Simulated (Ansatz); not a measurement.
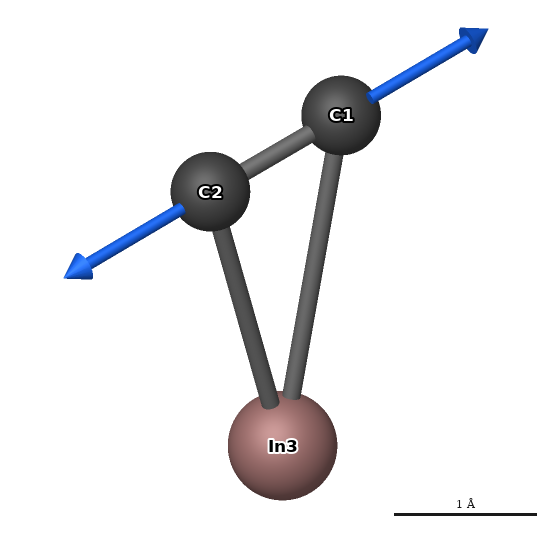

Arrows show the forces on the atoms, 0.1 Å of arrow for 1 eV/Å; forces under a tenth of the largest aren't drawn. The species is neutral and a spin doublet. Level of theory: BHLYP-D4/def2-TZVPP (Ansatz 0.2.0).

> Along which bond is the force strongest?

C1–C2, now 1.150 Å: the forces push its atoms apart, so a first step downhill lengthens it.

List the force components in the frame of the picture (x right, y up, z towards the viewer), in eV/Å.

```
atom     Fx     Fy     Fz
  C1   8.39   4.94  −3.82
  C2  −8.36  −4.95   3.80
 In3  −0.03   0.01   0.02
```
